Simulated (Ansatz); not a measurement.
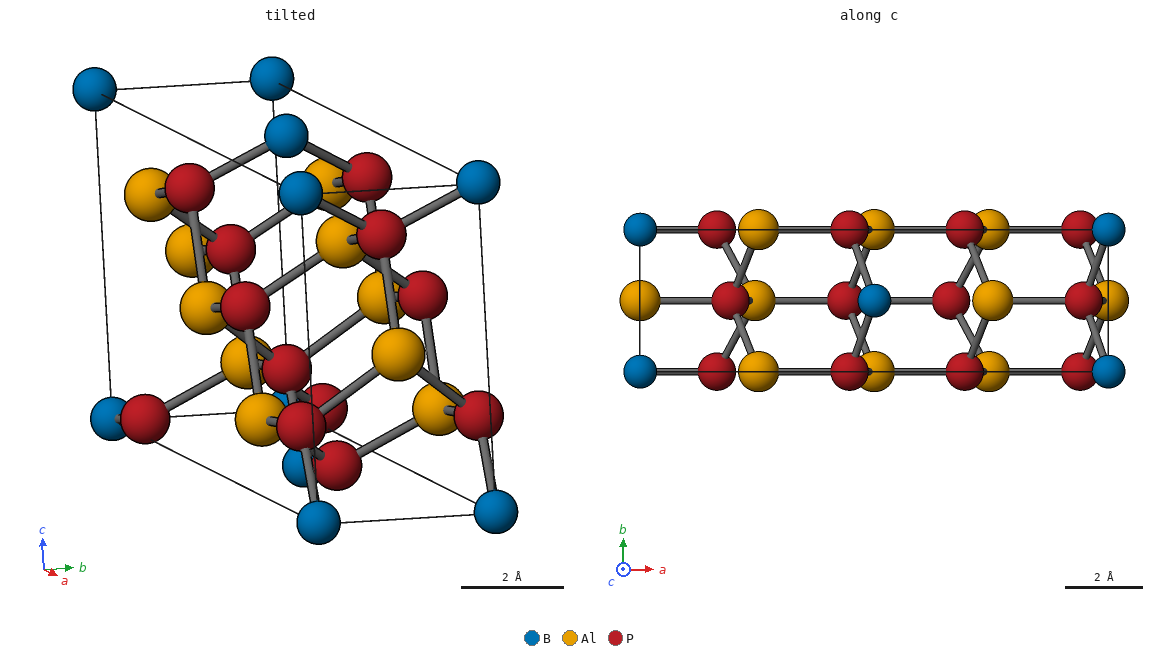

Shown here is a ball-and-stick view of the crystal, taken slightly off an axis and along the c axis. The frame is the conventional unit cell; atoms at its boundary are shown with their periodic copies.

Al3BP4, space group Cm (No. 8), a = 12.332 Å, b = 3.690 Å, c = 6.483 Å, α = 90.00°, β = 99.41°, γ = 90.00°. Origin of the cell: a structure type filled with these elements by a generator (whether the compound takes this form wasn't checked). Earlier steps of the study may have refined or changed the cell and positions. A calculation with Ansatz used it as input.

This one geometry was computed with Ansatz (DFT, plane waves, PAW) at four levels of theory: PBE, r2SCAN, PBE0 and HSE06. It was relaxed beforehand with r2SCAN.

Question: Which level gives the highest pressure at this volume, and what does that say about its equilibrium volume?

Answer: Highest: PBE (1.2 GPa), which points to the largest equilibrium volume. Lowest, with the smallest volume: PBE0 (-0.6 GPa) and HSE06 (-0.4 GPa). Levels within 0.5 GPa of each other can't be told apart.

Question: How does the band gap change with the level of theory?

Answer: PBE: a gap of 1.13 eV, indirect; r2SCAN: a gap of 1.36 eV, indirect; HSE06: a gap of 1.82 eV, indirect; PBE0: a gap of 2.51 eV, indirect.

Question: Collect the results in a table.

Answer:
| level | cutoff (eV) | k-mesh of the run's cell | gap (eV) | pressure (GPa) |
| --- | --- | --- | --- | --- |
| PBE | 420 | 8×8×4 | 1.13 | 1.2 |
| r2SCAN | 500 | 8×8×4 | 1.36 | 0.0 |
| PBE0 | 420 | 4×4×2 | 2.51 | -0.6 |
| HSE06 | 420 | 4×4×2 | 1.82 | -0.4 |

Gaps are taken on the k-mesh or band path of each run.
